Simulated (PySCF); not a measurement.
```xyz
18

C     2.7296    0.5364   -0.0888
C     1.5267   -0.2396    0.4210
C     0.3906   -0.3147   -0.5946
N    -0.7769   -1.0361   -0.1411
Si   -2.1531   -0.3039    0.5993
N    -2.7768    0.8950   -0.4738
H     3.1441    0.0804   -1.0031
H     2.4585    1.5757   -0.3357
H     3.5370    0.5736    0.6579
H     1.1398    0.2187    1.3476
H     1.8285   -1.2666    0.6953
H     0.0699    0.7073   -0.8624
H     0.7736   -0.7589   -1.5338
H    -0.6216   -2.0247    0.0231
H    -1.9180    0.4650    1.8679
H    -3.0337   -1.4728    0.9318
H    -3.1012    0.6532   -1.4029
H    -3.2529    1.7108   -0.1085
```

Geometry: PBE0-D3(BJ)/def2-SVP.

Computed with PBE0/pcSseg-1, SCF density, gas phase, non-relativistic (PySCF).

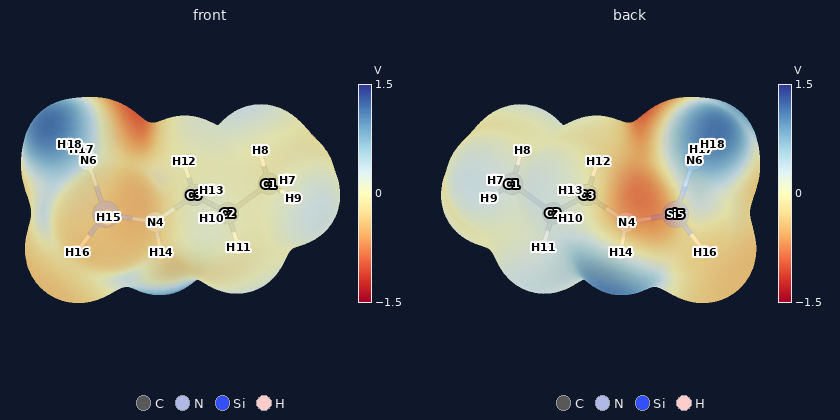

C₃H₁₂N₂Si (SMILES CCCN[SiH2]N). The electrostatic potential painted on the density surface at 0.001 e/bohr³, seen from the front and from behind; red is negative and blue positive.

### Where is the surface potential most negative and most positive?

The most negative region (about −0.9 V) lies over N4 and N6, the most positive (about +1.2 V) over H14, H17 and H18.

### How polar is the molecule by this calculation?

Its dipole moment is 0.72 D.
